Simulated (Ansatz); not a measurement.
The reference is CdS in the wurtzite structure (space group P6_3mc, No. 186; a = 4.1966 Å, c = 6.8302 Å).

Perturbation: Zn takes the place of Cd on all its sites, then cell and atoms are relaxed.

Computed with PBE (Ansatz, a program for electronic structure, PAW, scalar-relativistic without spin-orbit coupling), earlier PAW set.

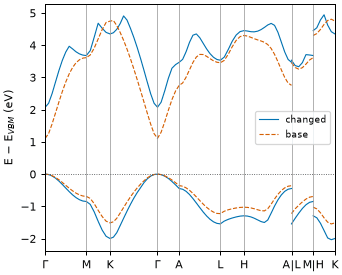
Figure: Highest valence and lowest conduction band along the path, each from its own valence-band maximum

Problem. From the figure, how large is the changed gap, and is it direct?

Solution. About 2.1 eV, direct at Γ.

Stability against distortions was not tested.
